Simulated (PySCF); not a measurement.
**N2H (dinitrogen monohydride) at USVWN5/STO-3G**

What is the vertical doublet–quartet gap of N2H (dinitrogen monohydride) at USVWN5/STO-3G? The job is set up through a Python script.

Program for the calculation: PySCF 2.14.0.

9 further runs of the same task are left out: 9 set aside as unsound or not needed.

## (1) Starting point

The species is N2H (3 atoms), meant as a doublet with charge 0. As SMILES, `[N]=N`. The coordinates come from a PBE0-D4/def2-TZVP relaxation.

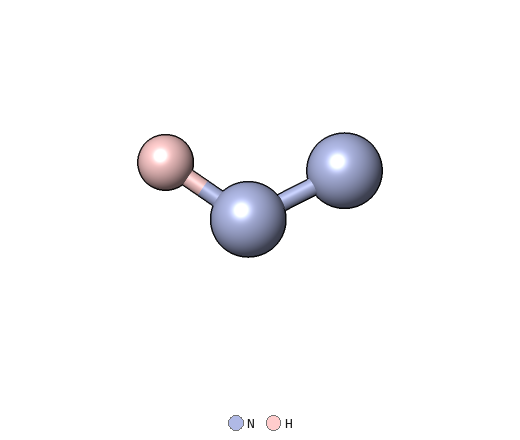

Viewed from a chosen angle; nitrogen light blue, hydrogen pink.

## (2) The energy at USVWN5/STO-3G

Input file job.py:

```python
from pyscf import gto, dft

mol = gto.Mole()
mol.atom = '''
N      1.342707    -1.146535     0.616391
N     -0.507694    -0.411412    -0.321442
H     -0.835013     1.557947    -0.294948
'''
mol.spin = 1
mol.charge = 0
mol.basis = 'sto-3g'
mol.verbose = 3
mol.unit = 'bohr'
mol.max_memory = 1860
mol.build()

mf = dft.UKS(mol)
mf.xc = 'svwn'
mf.conv_tol = 1e-10
mf.grids.level = 5
mf.kernel()
if not mf.converged:
    mf = mf.newton().run(mf.mo_coeff, mf.mo_occ)

e_final = mf.e_tot
print('E = %.10f Eh' % e_final)
```

Command:

```
$ OMP_NUM_THREADS=1 python job.py
```

Standard output:

```text
converged SCF energy = -107.647218435381  <S^2> = 0.75117345  2S+1 = 2.0011731
E = -107.6472184354 Eh
```

Run time: 1.9 s. Hardware: 1 thread of AMD EPYC 7R43 (Zen 3), shared host; peak memory 0.13 GiB.

## (3) The quartet

Input file run.py:

```python
from pyscf import gto, dft

mol = gto.M(
    atom='''
N      1.342707    -1.146535     0.616391
N     -0.507694    -0.411412    -0.321442
H     -0.835013     1.557947    -0.294948
''',
    spin=3,
    max_memory=1860,
    basis='sto-3g',
    verbose=3,
    unit='bohr',
)

mf = dft.UKS(mol)
mf.xc = 'svwn'
mf.grids.level = 5
mf.conv_tol = 1e-10
mf.kernel()
if not mf.converged:
    mf = mf.newton().run(mf.mo_coeff, mf.mo_occ)

e_final = mf.e_tot
print('Final energy', e_final)
```

Command:

```
$ OMP_NUM_THREADS=1 python run.py
```

Standard output:

```text
WARN: HOMO -0.0168611895125393 >= LUMO -0.329099208080496

WARN: HOMO 0.0299983173881188 >= LUMO -0.183089082671979

WARN: HOMO 0.0189206546804972 >= LUMO -0.203743708243182

WARN: HOMO 0.00750241301825605 >= LUMO -0.21300886660331

WARN: HOMO 0.00991450079264444 >= LUMO -0.211591459262578

WARN: HOMO 0.00959233697502526 >= LUMO -0.211854885483998

WARN: HOMO 0.00960025874425519 >= LUMO -0.211843116668082

WARN: HOMO 0.00960071240559845 >= LUMO -0.211838400209863

WARN: HOMO 0.0096005166187737 >= LUMO -0.211838621054705

WARN: HOMO 0.00960055457630138 >= LUMO -0.211838540818545

converged SCF energy = -107.410782362913  <S^2> = 3.7502901  2S+1 = 4.000145
Final energy -107.41078236291318
```

It took 2.4 s on 1 thread of AMD EPYC 7R43 (Zen 3), shared host; peak memory 0.12 GiB.

## (4) Outcome

At USVWN5/STO-3G:

| quantity | value |
| --- | --- |
| doublet: total energy | -107.64722 Eh |
| doublet: dipole moment | 1.87 D |
| doublet: HOMO energy (highest over α and β) | -1.72 eV |
| doublet: LUMO energy (lowest over α and β) | -0.19 eV |
| doublet: ⟨S²⟩ | 0.751 |
| quartet: total energy | -107.41078 Eh |
| quartet: dipole moment | 1.03 D |
| quartet: HOMO energy (highest over α and β) | 0.26 eV |
| quartet: ⟨S²⟩ | 3.750 |
| vertical energy of the quartet above the doublet | 6.434 eV |

What this shows: At this shape the quartet lies 6.43 eV (621 kJ/mol) above the doublet. In a minimal basis such a difference can be off by several eV, whatever the method. Mulliken charges (quartet) run from -0.19 on N2 to +0.22 on H3; they depend strongly on the basis.
